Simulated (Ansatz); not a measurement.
# Hypothetical zinc blende LaN, pressure series

Start from LaN in the zinc blende structure (space group F-43m, No. 216; a = 5.5465 Å; a hypothetical phase, not in the database extracts checked).

Cell and atoms are relaxed at each pressure.

Level of theory: PBEsol/PAW in Ansatz (a first-principles code), no spin-orbit coupling.

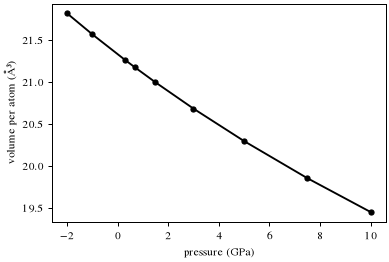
*Volume against pressure*

Task: Estimate the zero-pressure bulk modulus from the plot.

Result: About 92 GPa; a third-order Birch–Murnaghan fit to the points gives V₀ = 21.33 Å³/atom, B₀ = 92 GPa and B₀′ = 3.6.

Load acts through the strain it causes; cell and atoms are relaxed under it. Whether these cells are dynamically stable was not tested. No other phases were tried under pressure.
